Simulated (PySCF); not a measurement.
Geometry relaxation, with input and output: C3H9NSi

The run: geometry relaxation of C3H9NSi, SMILES C1CN[SiH2]C1. Method and program: PBE0-D3(BJ)/def2-SVP geometry optimisation, gas phase (PySCF 2.14.0).

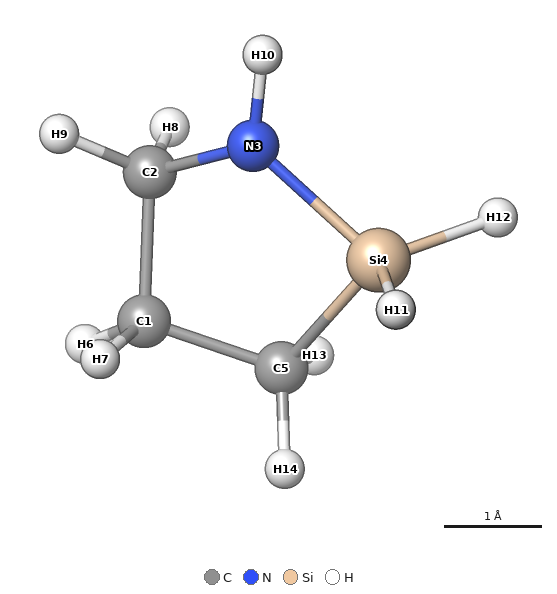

The structure as given in the input (ball-and-stick view, seen at a tilt; atoms are numbered from 1 in the order of the input). Bond lengths as drawn: C–C 1.51 to 1.56 Å, C–H 1.08 to 1.11 Å, C–N 1.44 Å, C–Si 1.92 Å, H–N 1.00 Å, H–Si 1.45 Å and N–Si 1.77 Å.

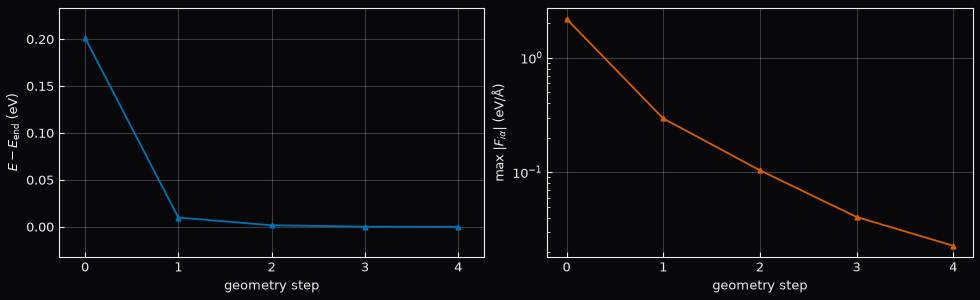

Progress of the relaxation, step by step (steps are counted from 0).

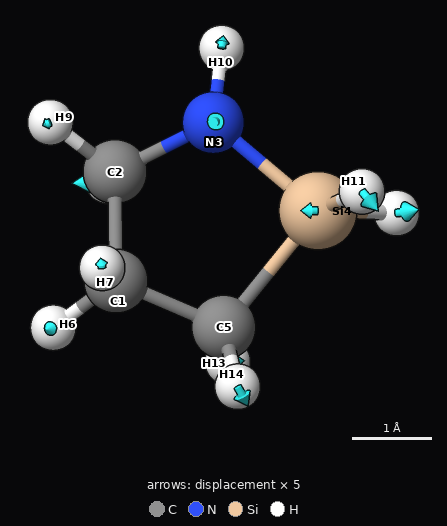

The starting structure with the displacements as teal arrows, magnified 5 times (ball-and-stick view, seen at a tilt). The two geometries are laid on each other by the best rigid fit. After 4 geometry steps the energy has fallen by 0.202 eV. The largest force component goes from 2.2 to 0.023 eV/Å. The largest move after the best rigid fit is that of H8, 0.097 Å. Largest moves by element: H 0.097 Å, N 0.056 Å, Si 0.047 Å, C 0.042 Å. Among the contacts that change: Si4–H11 1.453 → 1.500 Å, N3–Si4 1.766 → 1.735 Å, C1–C2 1.558 → 1.530 Å, Si4–C5 1.917 → 1.891 Å. Among the angles that change: H11–Si4–H12 112.8° → 106.3°, N3–Si4–H11 108.7° → 113.8°, C1–C5–H14 108.9° → 112.6°. (Atoms are counted from 1 in the order of the input.)

The input and output of the run follow.

## Input
```
{"job": {"xc": "PBE0", "basis": "def2-SVP", "d3": "d3bj", "grid": 1, "shake": 0.01, "kind": "geom"}, "charge": 0, "multiplicity": 1}
C     -0.505700    -1.092300     0.343410
C     -1.321940     0.173140    -0.057880
N     -0.448260     1.301270     0.146490
Si     1.269570     0.947170    -0.058930
C      0.884100    -0.923220    -0.231480
H     -1.024630    -1.966750    -0.021450
H     -0.464150    -1.114490     1.428460
H     -1.618360     0.111330    -1.111240
H     -2.216940     0.292680     0.579590
H     -0.857580     2.203210     0.041320
H      1.972920     1.329010     1.153740
H      1.878720     1.488300    -1.256090
H      0.876970    -1.206320    -1.278360
H      1.568100    -1.558110     0.314670
```

The first line tells a small driver script what to run in PySCF; the rest is the geometry in Å.

Launch command:
```bash
OMP_NUM_THREADS=1 python <driver script> task.json out
```

## The program's output
```
step   0  E = -463.45287616  max force = 0.042585
step   1  E = -463.45991729  max force = 0.005746
step   2  E = -463.46022037  max force = 0.002025
step   3  E = -463.46027369  max force = 0.000792
step   4  E = -463.46028136  max force = 0.000444
optimisation converged
```

## Trajectory as extended XYZ (Å, eV, eV/Å), 5 frames, from step=0 to step=4
```
14
Properties=species:S:1:pos:R:3:forces:R:3 step=0 energy=-12611.19512
C    -0.5057   -1.0923    0.3434   -0.7749   1.7530  -0.4536
C    -1.3219    0.1731   -0.0579    0.4580  -0.2299   0.5806
N    -0.4483    1.3013    0.1465    1.2061  -0.2795   0.0782
Si    1.2696    0.9472   -0.0589   -2.1898  -1.0636   0.2946
C     0.8841   -0.9232   -0.2315    0.2014   0.4657   0.4349
H    -1.0246   -1.9667   -0.0215   -0.2018  -0.7472  -0.1259
H    -0.4642   -1.1145    1.4285   -0.0104  -0.1564   0.5419
H    -1.6184    0.1113   -1.1112   -0.4273  -0.2942  -0.3564
H    -2.2169    0.2927    0.5796   -0.1103  -0.2270  -0.1969
H    -0.8576    2.2032    0.0413   -0.3542   0.6842  -0.0581
H     1.9729    1.3290    1.1537    0.7336   0.2407   0.5128
H     1.8787    1.4883   -1.2561    0.5757   0.4440  -0.6928
H     0.8770   -1.2063   -1.2784    0.2401  -0.1346  -0.6129
H     1.5681   -1.5581    0.3147    0.6538  -0.4551   0.0536
14
Properties=species:S:1:pos:R:3:forces:R:3 step=1 energy=-12611.38671
C    -0.5444   -1.0764    0.3515   -0.0889  -0.1082   0.0546
C    -1.3270    0.1537   -0.1102   -0.0999  -0.0210  -0.1301
N    -0.4552    1.2991    0.0665    0.1245   0.0354   0.1642
Si    1.2361    0.8943    0.0323    0.0603   0.0497  -0.2955
C     0.8990   -0.9604   -0.1561    0.0001   0.0153  -0.0379
H    -1.0344   -2.0050    0.0063    0.0379   0.0778   0.0500
H    -0.5408   -1.1017    1.4569   -0.0195   0.0092  -0.0774
H    -1.6362    0.0173   -1.1728    0.0316   0.0149   0.1059
H    -2.2597    0.2602    0.4721    0.0220  -0.0055   0.0190
H    -0.8746    2.2171   -0.0185    0.0688  -0.1028  -0.0127
H     2.0493    1.2625    1.2398   -0.1451   0.0134   0.0541
H     1.9719    1.4993   -1.1361   -0.0227  -0.0664   0.0778
H     0.9498   -1.2256   -1.2276    0.0358   0.0407   0.0397
H     1.5897   -1.6295    0.3796   -0.0050   0.0475  -0.0118
14
Properties=species:S:1:pos:R:3:forces:R:3 step=2 energy=-12611.39496
C    -0.5469   -1.0784    0.3477    0.0109  -0.0258   0.0075
C    -1.3294    0.1532   -0.1083   -0.0007  -0.0063  -0.0595
N    -0.4476    1.2917    0.0683   -0.0389   0.0402   0.0940
Si    1.2389    0.8923    0.0215    0.0463   0.0086  -0.1041
C     0.8990   -0.9592   -0.1607   -0.0280  -0.0224   0.0140
H    -1.0368   -2.0054    0.0072    0.0128   0.0032  -0.0004
H    -0.5433   -1.1012    1.4509    0.0067  -0.0041  -0.0069
H    -1.6444    0.0219   -1.1663   -0.0009   0.0057   0.0144
H    -2.2563    0.2613    0.4822    0.0156   0.0094   0.0157
H    -0.8614    2.2097   -0.0143    0.0009   0.0123  -0.0176
H     2.0179    1.2741    1.2451   -0.0472   0.0025   0.0336
H     1.9836    1.4902   -1.1383    0.0074  -0.0307   0.0105
H     0.9598   -1.2231   -1.2306    0.0020   0.0015   0.0013
H     1.5903   -1.6222    0.3794    0.0132   0.0059  -0.0023
14
Properties=species:S:1:pos:R:3:forces:R:3 step=3 energy=-12611.39641
C    -0.5458   -1.0798    0.3451    0.0137   0.0279  -0.0021
C    -1.3285    0.1547   -0.1079   -0.0143   0.0030  -0.0062
N    -0.4485    1.2948    0.0718   -0.0009  -0.0304   0.0407
Si    1.2372    0.8912    0.0157    0.0250   0.0211   0.0032
C     0.8993   -0.9606   -0.1626   -0.0077   0.0008   0.0064
H    -1.0342   -2.0068    0.0049   -0.0117  -0.0060  -0.0133
H    -0.5404   -1.1037    1.4478   -0.0004  -0.0031   0.0113
H    -1.6473    0.0274   -1.1641   -0.0085  -0.0064  -0.0127
H    -2.2519    0.2623    0.4880   -0.0019  -0.0016   0.0035
H    -0.8607    2.2134   -0.0113   -0.0118   0.0070  -0.0182
H     1.9972    1.2786    1.2494    0.0020  -0.0022   0.0066
H     1.9911    1.4787   -1.1409    0.0115  -0.0053  -0.0116
H     0.9639   -1.2253   -1.2318   -0.0060  -0.0069  -0.0070
H     1.5923   -1.6200    0.3797    0.0109   0.0022  -0.0006
14
Properties=species:S:1:pos:R:3:forces:R:3 step=4 energy=-12611.39662
C    -0.5459   -1.0794    0.3446    0.0075   0.0012   0.0023
C    -1.3296    0.1545   -0.1078    0.0120  -0.0002  -0.0025
N    -0.4488    1.2938    0.0738   -0.0054   0.0024   0.0228
Si    1.2384    0.8923    0.0160   -0.0015   0.0020   0.0059
C     0.8995   -0.9595   -0.1626   -0.0069  -0.0002   0.0005
H    -1.0345   -2.0059    0.0025   -0.0021  -0.0030  -0.0051
H    -0.5408   -1.1045    1.4474   -0.0029  -0.0025   0.0018
H    -1.6490    0.0275   -1.1642   -0.0022  -0.0005  -0.0040
H    -2.2527    0.2615    0.4889    0.0007  -0.0003   0.0011
H    -0.8619    2.2120   -0.0117   -0.0016   0.0036  -0.0146
H     1.9966    1.2797    1.2511    0.0015  -0.0008  -0.0030
H     1.9948    1.4758   -1.1416    0.0012   0.0010  -0.0032
H     0.9636   -1.2245   -1.2320   -0.0015  -0.0023  -0.0013
H     1.5938   -1.6183    0.3792    0.0013  -0.0004  -0.0008
```

## Key numbers

| quantity | value |
| --- | --- |
| outcome | converged |
| total energy | −463.460281 hartree |
| dipole moment | 0.97 D |
| point group | C1 |
| hardware | 1 CPU thread, shared host |
| wall time | 25 s |
| peak memory | 0.48 GiB |
